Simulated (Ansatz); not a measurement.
**CHAl (singlet): inputs that go wrong at angle C2–Al1–H3 = 73.9°**

3 inputs are run for CHAl (singlet) as typed; the log has to tell whether the result can be used and what must change.

The runs use Ansatz 0.2.0, Gaussian basis; the settings change from run to run.

13 further runs of the same task are left out: 3 for a known fault of the program, 7 that didn't finish, 3 set aside as unsound or not needed.

### 1 The geometry

The geometry derives from a PBE0/def2-TZVP stationary point (not a proven minimum). One angle is set to the value named; bond lengths are kept.

3 atoms, charge 0, spin multiplicity 1.

Atoms are counted from 1 here; the program's logs count them from 0.

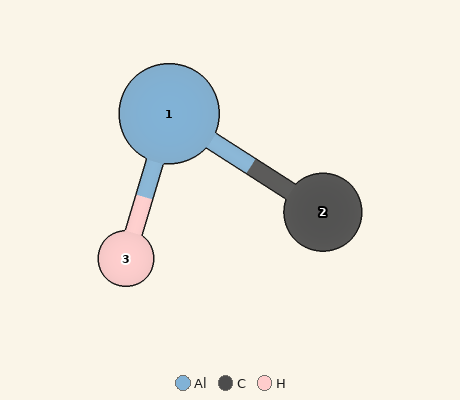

The structure; aluminium light blue, carbon dark grey, hydrogen pink; atoms are numbered from 1 in the order of the file.

### 2 Input 1

File in.yaml:

```yaml
crystal:
  periodic: [false, false, false]
  atoms:
    - {symbol: Al, position_ang: [-0.493613, 0.000000, 0.323087]}
    - {symbol: C, position_ang: [1.043596, 0.000000, -0.833180]}
    - {symbol: H, position_ang: [0.777940, 0.000000, 1.279532]}
basis:
  gaussian: {orbitals: def2-SVP}
correlation: {method: fic_mrcisd_q_relaxed, electrons: outside_noble_gas, active_space: {window: {electrons: 2, orbitals: 2}}}
symmetry: c1
```

Started as:

```sh
> ansatz run in.yaml --threads 1 --pin off --events-out ev --progress --plain --max-ram 2393MiB
```

What it wrote:

```text
Error: YAML parse error: error: line 10 column 1: unknown field `symmetry`, expected one of crystal, accuracy, basis, kpoints, hamiltonian, magnetization, projection, total_charge, correlation, batch, efield, external_charges, scf, relax, neb, saddle, md, ramp, phonons, dielectric, real_time, elastic, magnetic_configurations, gw, evaluate, workflow, output, checkpoint, execution
  --> <input>:10:1
   |
 8 |   gaussian: {orbitals: def2-SVP}
 9 | correlation: {method: fic_mrcisd_q_relaxed, electrons: outside_no…
10 | symmetry: c1
   | ^ unknown field `symmetry`, expected one of crystal, accuracy, basis, kpoints, hamiltonian, magnetization, projection, total_charge, correlation, batch, efield, external_charges, scf, relax, neb, saddle, md, ramp, phonons, dielectric, real_time, elastic, magnetic_configurations, gw, evaluate, workflow, output, checkpoint, execution
```

Run time: 0.03 s. Hardware: 1 thread of AMD EPYC 9R14, shared host.

**Diagnosis.** The run was refused. The input holds a key that the program doesn't read here. Fix: remove it or spell it as the reference does.

### 3 Input 2

File in.yaml:

```yaml
crystal:
  periodic: [false, false, false]
  atoms:
    - {symbol: Al, position_ang: [-0.493613, 0.000000, 0.323087]}
    - {symbol: C, position_ang: [1.043596, 0.000000, -0.833180]}
    - {symbol: H, position_ang: [0.777940, 0.000000, 1.279532]}
basis:
  gaussian: {orbitals: def2-SVP, fitting: {mean_field: def2-universal-jkfit}, point_charges: [{charge: 1.00, position_ang: [4.067, -0.898, -0.578]}]}
magnetization: {spin_polarized: false, initial_magnetization: 1}
hamiltonian: {xc: hf}
scf: {lower_state_search: off}
output: {orbitals: {seedname: orbitals}}
```

The command is unchanged.

What it wrote:

```text
Error: a molecule whose nuclei and cores have a total charge of 20 cannot have a net charge of 0 together with 1 unpaired electrons
```

Run time: 0.06 s. Hardware: 1 thread of AMD EPYC 9R14, shared host.

**Diagnosis.** The run was refused. The number of unpaired electrons doesn't fit the electron count. To mend it, make charge and initial_magnetization agree.

### 4 Input 3

File in.yaml:

```yaml
crystal:
  periodic: [false, false, false]
  atoms:
    - {symbol: Al, position_ang: [-0.493613, 0.000000, 0.323087]}
    - {symbol: C, position_ang: [1.043596, 0.000000, -0.833180]}
    - {symbol: H, position_ang: [0.777940, 0.000000, 1.279532]}
basis:
  gaussian: {orbitals: cc-pVTZ}
correlation: {active_space: {ras: {orbitals: [4, 0, 68], electrons: 8, max_holes: 2, max_particles: 2}, fixed_orbitals: true}}
scf: {lower_state_search: light}
output: {forces: true}
```

The command is unchanged.

What it wrote:

```text
Functional definition: HF
  name "HF"
  cite "Fock, Z. Phys. 61, 126 (1930) doi:10.1007/BF01340294"
  parent pbe
  exchange = exact_x
  correlation = 0
469 factors; integrals over basis functions are off by at most 1.2e-3 eV
mean field evaluation 1: about -7620.3052 eV, gradient 1.5e1 eV
mean field evaluation 2: about -7620.3108 eV, gradient 1.5e1 eV
mean field evaluation 4: about -7621.4604 eV, gradient 2.6e0 eV
mean field evaluation 8: about -7621.6030 eV, gradient 2.9e-1 eV
mean field evaluation 16: about -7621.6532 eV, gradient 1.2e0 eV
mean field evaluation 32: about -7621.8692 eV, gradient 2.1e-6 eV
mean field evaluation 64: about -7621.8423 eV, gradient 1.2e0 eV
mean field evaluation 96: about -7620.1003 eV, gradient 7.2e0 eV
mean field evaluation 128: about -7621.8377 eV, gradient 2.7e0 eV
mean field evaluation 160: about -7620.3060 eV, gradient 1.5e1 eV
mean field -7621.86916085 eV, -280.0985253729 hartree, gradient 2.1e-6 eV, S^2 0.000000; 11 other end points of the search recorded, 0 dependent functions left out
reference -7621.86916085 eV, -280.0985253729 hartree; 10, 10 occupied and 68, 68 virtual orbitals, 469 factors
Error: with vectors over 101865 determinants and the model space of their search the run needs 2.65 GiB of the host's memory, and 2.33 GiB are given
refused for memory
```

Wall time 1.4 s (1 thread of AMD EPYC 9R14, shared host).

Diagnosis: The program refused it for memory. The method needs more than --max-ram allows. Cure: a smaller space or basis, or more memory.

### 5 How the runs ended

| input | level | ended | cause | time |
| --- | --- | --- | --- | --- |
| 1 | MRCISD+Q(relaxed)(2,2)/def2-SVP | refused | the input holds a key that the program doesn't read here | 0.03 s |
| 2 | HF/def2-SVP | refused | the number of unpaired electrons doesn't fit the electron count | 0.06 s |
| 3 | CISD/cc-pVTZ | out of memory | the method needs more than --max-ram allows | 1.4 s |

2 refused, 1 out of memory.
